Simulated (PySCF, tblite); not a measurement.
# 1,3-dimethoxypropane (C₅H₁₂O₂): a rotation path, then NMR shifts on frames

Aim: move 1,3-dimethoxypropane (C₅H₁₂O₂) (`COCCCOC`) away from its starting geometry and see how NMR shifts follow the geometry.

Programs: tblite 0.8.0 and PySCF 2.14.0, with density-fitted response routines of our own. Each step states its level of theory. These are calculated values for one molecule in the gas phase, unless marked as measured. Atoms count from 0, in the outputs and in this text.

## (1) Starting geometry

19 atoms, charge 0, multiplicity 1; geometry from: GFN2-xTB.

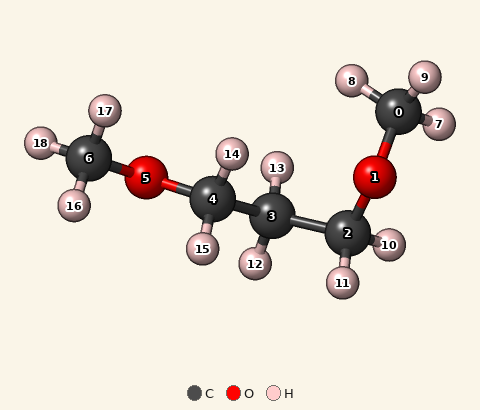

As it starts; carbon dark grey, oxygen red, hydrogen pink, atoms numbered.

## (2) The rotation path with GFN2-xTB

Job settings and geometry (Å):

```
{"job": {"kind": "neb", "xc": "GFN2-xTB", "basis": "xTB", "atoms": [3, 2, 1, 0], "turn": 120}, "charge": 0, "multiplicity": 1}
C      2.591542     0.808804    -0.082680
O      1.987345    -0.237433     0.637675
C      1.374643    -1.221746    -0.161680
C      0.097397    -0.760534    -0.870822
C     -0.930908    -0.229927     0.121465
O     -2.036002     0.275893    -0.594674
C     -3.017115     0.832596     0.238423
H      3.290899     0.419441    -0.832944
H      1.854038     1.445347    -0.582870
H      3.138105     1.404056     0.646503
H      2.088821    -1.593871    -0.912545
H      1.138085    -2.033608     0.531351
H     -0.325506    -1.602819    -1.418564
H      0.322720     0.025942    -1.592264
H     -0.479811     0.564539     0.735620
H     -1.254495    -1.035285     0.800450
H     -3.415834     0.088305     0.939763
H     -2.616974     1.675986     0.816163
H     -3.816755     1.183564    -0.410671
```

Level: GFN2-xTB climbing-image nudged elastic band, gas phase.

Run with:

```bash
$ OMP_NUM_THREADS=1 python probes_run.py task.json out
```

One launch serves the whole session: the jobs run in the order shown.

Log:

```text
image   E - E0 / eV
  0      -0.0000
  1       0.0183
  2       0.0855
  3       0.2092
  4       0.2949
  5       0.1427
  6       0.1308
  7       0.1205
  8       0.0811
```

Run time: 2.9 s. Hardware: 1 thread of AMD EPYC 9R45, shared host; peak memory 0.19 GiB.

The final band, with the dihedral C3–C2–O1–C0:

```csv
image,dihedral (°),energy (eV),energy (kcal/mol)
0,-71,0.000,0.0
1,-62,0.018,0.4
2,-56,0.085,2.0
3,-39,0.209,4.8
4,5,0.295,6.8
5,53,0.143,3.3
6,75,0.131,3.0
7,91,0.121,2.8
8,73,0.081,1.9
```

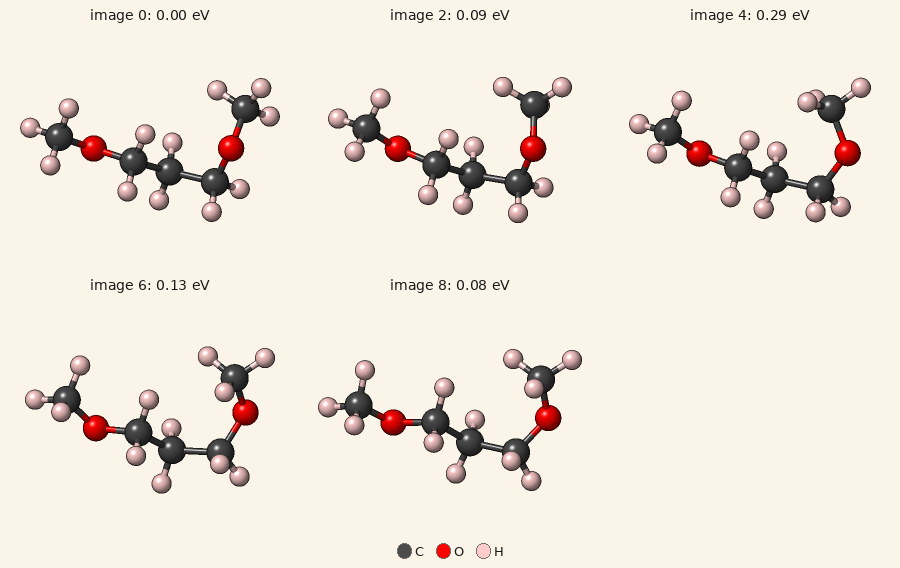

Images along the band.

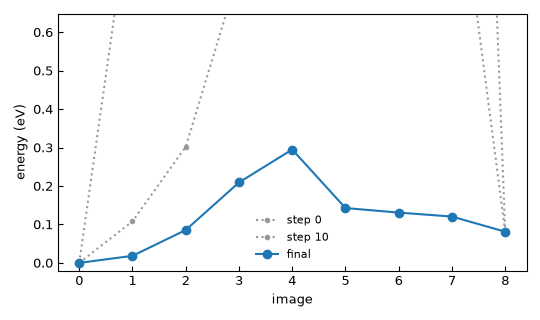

Energy along the band, early and final.

## (3) Nuclear shieldings: image 0, PBE0/pcSseg-1

Job settings and geometry (Å):

```
{"job": {"kind": "nmr", "xc": "PBE0", "basis": "pcSseg-1", "pop": false}, "charge": 0, "multiplicity": 1}
C      2.591500     0.808800    -0.082700
O      1.987300    -0.237400     0.637700
C      1.374600    -1.221700    -0.161700
C      0.097400    -0.760500    -0.870800
C     -0.930900    -0.229900     0.121500
O     -2.036000     0.275900    -0.594700
C     -3.017100     0.832600     0.238400
H      3.290900     0.419400    -0.832900
H      1.854000     1.445300    -0.582900
H      3.138100     1.404100     0.646500
H      2.088800    -1.593900    -0.912500
H      1.138100    -2.033600     0.531400
H     -0.325500    -1.602800    -1.418600
H      0.322700     0.025900    -1.592300
H     -0.479800     0.564500     0.735600
H     -1.254500    -1.035300     0.800400
H     -3.415800     0.088300     0.939800
H     -2.617000     1.676000     0.816200
H     -3.816800     1.183600    -0.410700
```

With the program's defaults for keys left out, this is: GIAO PBE0/pcSseg-1 NMR shielding, non-relativistic, gas phase.

Log:

```text
coarse grid: 15048 points
cycle   1  E = -347.5630112646  dE =  6.921e-01  |g| = 7.119e-01  |ddm| = 3.545e+00
cycle   2  E = -347.4676480364  dE =  9.536e-02  |g| = 1.029e+00  |ddm| = 1.503e+00
cycle   3  E = -347.6580573675  dE = -1.904e-01  |g| = 8.068e-02  |ddm| = 9.622e-01
cycle   4  E = -347.6590908205  dE = -1.033e-03  |g| = 3.235e-02  |ddm| = 6.661e-02
cycle   5  E = -347.6593366072  dE = -2.458e-04  |g| = 6.015e-03  |ddm| = 2.856e-02
cycle   6  E = -347.6593441074  dE = -7.500e-06  |g| = 1.322e-03  |ddm| = 5.263e-03
final grid: 142920 points
cycle   7  E = -347.7240113701  dE = -3.432e-05  |g| = 1.467e-02  |ddm| = 2.847e-02
cycle   8  E = -347.7239727851  dE =  3.859e-05  |g| = 2.094e-02  |ddm| = 2.119e-02
cycle   9  E = -347.7240518122  dE = -7.903e-05  |g| = 1.558e-03  |ddm| = 1.303e-02
cycle  10  E = -347.7240523518  dE = -5.396e-07  |g| = 1.435e-04  |ddm| = 1.505e-03
cycle  11  E = -347.7240523560  dE = -4.179e-09  |g| = 4.792e-05  |ddm| = 1.691e-04
cycle  12  E = -347.7240523564  dE = -4.343e-10  |g| = 2.127e-05  |ddm| = 5.291e-05
converged SCF energy = -347.7240523564

GIAO shielding tensors (ppm)
atom      isotropic    diamagn.    paramagn.     s11        s22        s33       span
  0 C      129.372     245.091    -115.720     92.787    112.484    182.844     90.057
  1 O      322.220     396.577     -74.358    296.570    315.760    354.329     57.759
  2 C      114.867     244.589    -129.722     83.179     98.413    163.008     79.829
  3 C      156.299     249.953     -93.654    133.322    158.529    177.046     43.724
  4 C      112.208     248.862    -136.654     76.062     93.565    166.995     90.933
  5 O      311.471     396.511     -85.039    286.385    310.022    338.008     51.623
  6 C      125.301     243.243    -117.942     94.474     97.780    183.650     89.176
  7 H       28.880      28.474       0.406     25.217     26.457     34.968      9.751
  8 H       28.072      31.301      -3.228     23.564     27.299     33.354      9.791
  9 H       27.963      28.584      -0.621     24.133     25.458     34.297     10.164
 10 H       28.239      29.931      -1.693     23.097     28.394     33.224     10.127
 11 H       27.791      30.200      -2.410     22.943     27.683     32.746      9.803
 12 H       30.371      31.757      -1.387     26.065     29.241     35.805      9.740
 13 H       29.420      32.816      -3.396     25.881     30.001     32.379      6.498
 14 H       28.089      33.712      -5.623     23.533     28.341     32.394      8.861
 15 H       28.466      32.825      -4.359     24.900     28.936     31.563      6.664
 16 H       28.381      28.375       0.005     24.747     25.949     34.446      9.699
 17 H       28.369      29.281      -0.912     24.684     26.248     34.176      9.492
 18 H       27.809      27.566       0.243     23.822     25.279     34.326     10.504
```

It took 12 s on 1 thread of AMD EPYC 9R45, shared host; peak memory 0.9 GiB.

The references, computed at this level on geometries of the same kind, shield at (ppm): 1H TMS 31.72, 13C TMS 186.9, 17O H2O 336.1. Their shielding less the atom's gives the shift. The references are single molecules in the gas phase, so shifts against H2O, NH3, PH3, H3PO4 or CFCl3 are not on the usual liquid scales and can be off by tens of ppm. Each atom is listed at this fixed geometry, with no averaging over motion; a spectrum would average atoms that exchange fast.

```csv
atoms,environment,σ (ppm),δ (ppm)
C4,sp3 CH2 bonded to O,112.2,74.7
C2,sp3 CH2 bonded to O,114.9,72.1
C6,methyl carbon bonded to O,125.3,61.6
C0,methyl carbon bonded to O,129.4,57.6
C3,sp3 CH2,156.3,30.6
H11,hydrogen on an sp3 CH2 bonded to O,27.79,3.93
H18,hydrogen on a methyl carbon bonded to O,27.81,3.91
H9,hydrogen on a methyl carbon bonded to O,27.96,3.75
H8,hydrogen on a methyl carbon bonded to O,28.07,3.64
H14,hydrogen on an sp3 CH2 bonded to O,28.09,3.63
H10,hydrogen on an sp3 CH2 bonded to O,28.24,3.48
H17,hydrogen on a methyl carbon bonded to O,28.37,3.35
H16,hydrogen on a methyl carbon bonded to O,28.38,3.34
H15,hydrogen on an sp3 CH2 bonded to O,28.47,3.25
H7,hydrogen on a methyl carbon bonded to O,28.88,2.84
H13,hydrogen on an sp3 CH2,29.42,2.30
H12,hydrogen on an sp3 CH2,30.37,1.35
O5,ether oxygen,311.5,24.6
O1,ether oxygen,322.2,13.9
```

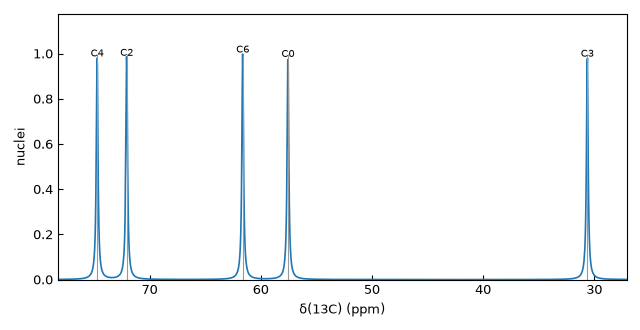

13C lines at the computed shifts, without couplings. Lines are broadened to a width of 0.18 ppm (Lorentzian).

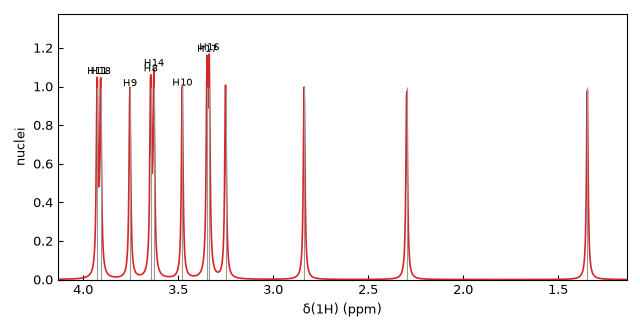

1H lines at the computed shifts, without couplings. Lines are broadened to a width of 0.01 ppm (Lorentzian).

## (4) Shielding tensors: image 2, PBE0/pcSseg-1

Job settings and geometry (Å):

```
{"job": {"kind": "nmr", "xc": "PBE0", "basis": "pcSseg-1", "pop": false}, "charge": 0, "multiplicity": 1}
C      2.256200     0.928700     0.010600
O      2.020000    -0.312900     0.638800
C      1.455100    -1.314300    -0.176100
C      0.141700    -0.929000    -0.861000
C     -0.892000    -0.391200     0.122700
O     -1.940300     0.194900    -0.619200
C     -2.792800     0.992800     0.156500
H      2.439800     0.816700    -1.060200
H      1.410600     1.609800     0.155500
H      3.138900     1.362800     0.480200
H      2.177200    -1.623700    -0.949000
H      1.293300    -2.153900     0.504900
H     -0.257000    -1.803200    -1.375500
H      0.318800    -0.156400    -1.611000
H     -0.427900     0.361100     0.776100
H     -1.278200    -1.197400     0.765500
H     -3.252400     0.419700     0.970900
H     -2.252300     1.844900     0.590500
H     -3.568600     1.359700    -0.512600
```

With the program's defaults for keys left out, this is: GIAO PBE0/pcSseg-1 NMR shielding, non-relativistic, gas phase.

Log:

```text
coarse grid: 15048 points
cycle   1  E = -347.5584762635  dE =  6.934e-01  |g| = 7.140e-01  |ddm| = 3.550e+00
cycle   2  E = -347.4635915706  dE =  9.488e-02  |g| = 1.029e+00  |ddm| = 1.533e+00
cycle   3  E = -347.6538457570  dE = -1.903e-01  |g| = 8.098e-02  |ddm| = 9.847e-01
cycle   4  E = -347.6548917701  dE = -1.046e-03  |g| = 3.234e-02  |ddm| = 6.712e-02
cycle   5  E = -347.6551368296  dE = -2.451e-04  |g| = 6.131e-03  |ddm| = 2.858e-02
cycle   6  E = -347.6551446368  dE = -7.807e-06  |g| = 1.219e-03  |ddm| = 5.385e-03
final grid: 142920 points
cycle   7  E = -347.7204436224  dE = -4.473e-05  |g| = 1.462e-02  |ddm| = 2.968e-02
cycle   8  E = -347.7204055094  dE =  3.811e-05  |g| = 2.086e-02  |ddm| = 2.113e-02
cycle   9  E = -347.7204838458  dE = -7.834e-05  |g| = 1.548e-03  |ddm| = 1.309e-02
cycle  10  E = -347.7204843747  dE = -5.288e-07  |g| = 1.739e-04  |ddm| = 1.540e-03
cycle  11  E = -347.7204843810  dE = -6.339e-09  |g| = 5.202e-05  |ddm| = 2.059e-04
cycle  12  E = -347.7204843815  dE = -5.297e-10  |g| = 1.997e-05  |ddm| = 5.652e-05
converged SCF energy = -347.7204843815

GIAO shielding tensors (ppm)
atom      isotropic    diamagn.    paramagn.     s11        s22        s33       span
  0 C      130.789     245.952    -115.163     99.133    109.919    183.314     84.182
  1 O      331.122     395.753     -64.631    300.038    322.631    370.698     70.660
  2 C      116.566     243.303    -126.737     86.823     97.525    165.351     78.528
  3 C      153.939     251.002     -97.063    133.426    154.440    173.951     40.525
  4 C      113.565     249.045    -135.480     79.413     93.702    167.580     88.167
  5 O      313.160     396.743     -83.584    281.669    318.003    339.807     58.139
  6 C      125.045     243.736    -118.691     91.780    100.065    183.289     91.510
  7 H       28.853      30.048      -1.194     25.425     26.892     34.242      8.817
  8 H       28.113      31.739      -3.626     23.584     27.526     33.229      9.646
  9 H       27.967      28.227      -0.260     23.727     25.631     34.542     10.815
 10 H       28.048      29.016      -0.968     22.458     28.173     33.513     11.056
 11 H       27.849      29.619      -1.770     23.056     27.414     33.078     10.022
 12 H       30.196      31.529      -1.334     26.080     28.870     35.637      9.556
 13 H       29.613      33.311      -3.698     26.356     30.112     32.372      6.016
 14 H       28.382      34.094      -5.712     23.850     28.495     32.800      8.950
 15 H       28.176      32.226      -4.051     24.463     28.365     31.699      7.236
 16 H       28.366      28.460      -0.094     24.742     25.734     34.620      9.878
 17 H       28.376      29.790      -1.414     24.567     26.590     33.971      9.403
 18 H       27.824      27.801       0.023     23.823     25.288     34.361     10.538
```

Run time: 12 s. Hardware: 1 thread of AMD EPYC 9R45, shared host; peak memory 0.89 GiB.

In short: δ C4 73.4, C2 70.4, C6 61.9, C0 56.1, H18 3.89, H11 3.87 ppm.

[end of part 1 of 2]
